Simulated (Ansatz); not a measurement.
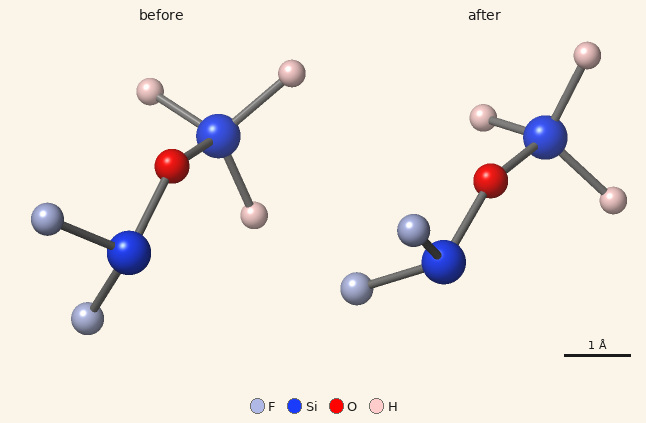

The structure of Si$_{2}$H$_{3}$OF$_{2}$ (multiplicity 2) before (left) and after (right) a relaxation, at one scale.

Style: ball-and-stick. Shown from a free direction.

The start comes from PBE-D4/def2-SVP.

All numbers below come from UKS PBE0-D4/def2-TZVP in Ansatz.

Input file:
```yaml
crystal:
  periodic: [false, false, false]
  atoms:
    - {symbol: F, position_ang: [-0.634946, -1.796882, 1.456427]}
    - {symbol: Si, position_ang: [-0.429262, -1.784881, -0.168025]}
    - {symbol: F, position_ang: [0.722807, -2.887498, -0.516922]}
    - {symbol: O, position_ang: [0.128286, -0.297528, -0.622970]}
    - {symbol: Si, position_ang: [0.084144, 1.324687, -0.146341]}
    - {symbol: H, position_ang: [-1.108380, 1.574066, 0.733983]}
    - {symbol: H, position_ang: [-0.019824, 2.161461, -1.386107]}
    - {symbol: H, position_ang: [1.349274, 1.649675, 0.594254]}
basis:
  gaussian: {orbitals: def2-TZVP}
magnetization: {spin_polarized: true, initial_magnetization: 1}
hamiltonian: {xc: pbe0, dispersion: d4}
relax: {f_tol: 0.005, max_steps: 150}
```

What changed between the two?

After 53 accepted moves (61 points after the start) the energy has fallen by 0.138 eV. Largest force component: 1.4 eV/Å at the start, 0.0033 eV/Å at the end. The line search rejected the trial steps at points 9, 16, 24, 26, 27, 36, 38, 48 of the run. The forces were under the threshold at step 23, but the run went on from there. F1 moves most after the best rigid fit: 0.94 Å. By element the largest moves are F 0.94 Å, H 0.64 Å, O 0.32 Å, Si 0.31 Å. Near-neighbour distances that change, for instance: F1–Si2 1.637 → 1.590 Å, Si2–F3 1.632 → 1.587 Å, Si2–O4 1.652 → 1.607 Å, O4–Si5 1.691 → 1.646 Å. Bond angles that change, for instance: Si2–O4–Si5 141.0° → 152.1°. Groups turn about Si2–O4 by about 40°.
